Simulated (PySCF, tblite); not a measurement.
# CH₁₃BN₂Si₃: geometry, infrared bands and NMR shifts

What infrared bands and NMR shifts should CH₁₃BN₂Si₃ (`BN([SiH2]N)[SiH2][SiH2]C`) show?

Computed with tblite 0.8.0 and PySCF 2.14.0, with density-fitted response routines of our own, on a single molecule in the gas phase. Atoms count from 0, in the outputs and in this text.

## 1. The starting structure

20 atoms, charge 0, multiplicity 1; geometry from: force field or distance geometry start.

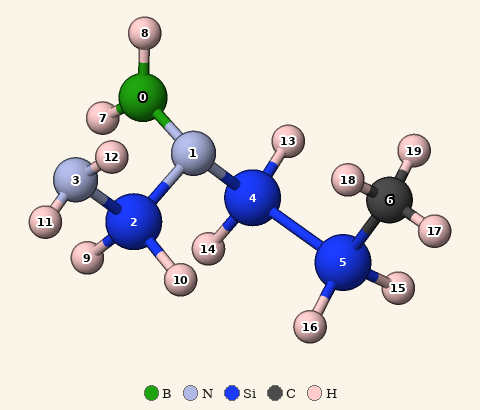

The starting geometry (boron green, nitrogen light blue, silicon blue, carbon dark grey, hydrogen pink), atoms numbered.

## 2. Optimising the geometry with GFN2-xTB

What the job is given:

```
{"job": {"kind": "relax", "xc": "GFN2-xTB", "basis": "xTB"}, "charge": 0, "multiplicity": 1}
B      1.849900    -1.713900     0.528300
N      0.824600    -0.583800     0.324400
Si     1.526100     0.570100    -0.846100
N      2.980800     1.345800    -0.170600
Si    -0.654200    -1.310700    -0.369400
Si    -2.333400     0.168300    -0.319900
C     -2.465700     0.864600     1.405800
H      2.216100    -2.362500    -0.380700
H      2.273700    -1.934200     1.608900
H      1.863100    -0.122100    -2.094300
H      0.527000     1.621000    -1.146700
H      3.299700     2.045600    -0.854900
H      2.670500     1.865000     0.697100
H     -1.054200    -2.478900     0.416300
H     -0.411900    -1.729600    -1.761200
H     -3.588500    -0.495000    -0.675800
H     -2.053000     1.266500    -1.256600
H     -3.296600     1.592100     1.447300
H     -1.514700     1.364100     1.688700
H     -2.664500     0.038400     2.129200
```

Launch:

```
OMP_NUM_THREADS=1 python probes_run.py task.json out
```

One launch serves the whole session: the jobs run in the order shown.

**Question.** This job is followed by: GFN2-xTB harmonic vibrations, gas phase; GIAO PBE0/pcSseg-1 NMR shielding, non-relativistic, gas phase. Predict these results of the whole session: strongest single infrared mode (GFN2-xTB); zero-point energy (GFN2-xTB); 13C shifts against TMS (PBE0/pcSseg-1); 1H shifts against TMS (PBE0/pcSseg-1, means over atoms taken as alike); 11B shifts against BF3·OEt2 (PBE0/pcSseg-1); 15N shifts against NH3 (PBE0/pcSseg-1); 29Si shifts against TMS (PBE0/pcSseg-1).

The runs gave:

| quantity | value |
| --- | --- |
| strongest single infrared mode (GFN2-xTB) | 2152 cm⁻¹, 685 km/mol |
| zero-point energy (GFN2-xTB) | 87.0 kcal/mol |
| 13C shifts against TMS (PBE0/pcSseg-1) | -9.0 ppm |
| 1H shifts against TMS (PBE0/pcSseg-1, means over atoms taken as alike) | 5.53, 5.26, 5.20, 3.97, 0.50, 0.31 ppm |
| 11B shifts against BF3·OEt2 (PBE0/pcSseg-1) | 47.2 ppm |
| 15N shifts against NH3 (PBE0/pcSseg-1) | 128.6, 23.1 ppm |
| 29Si shifts against TMS (PBE0/pcSseg-1) | -26.4, -31.0, -86.0 ppm |

What this shows: The optimisation took 250 steps and gained 1.406 eV; among the close pairs (by a distance rule), B0–N1 changed most, from 1.539 to 1.399 Å. All 54 modes are real, so the xTB geometry is a minimum. The strongest single mode, at 2152 cm⁻¹, moves mainly H15 and H14. GFN2-xTB is a fitted tight-binding method: band positions and strengths are rough. Its intensities can rank the bands wrongly. At PBE0/pcSseg-1: The largest span, 277 ppm, is at N1, where the paramagnetic term is -194 ppm.
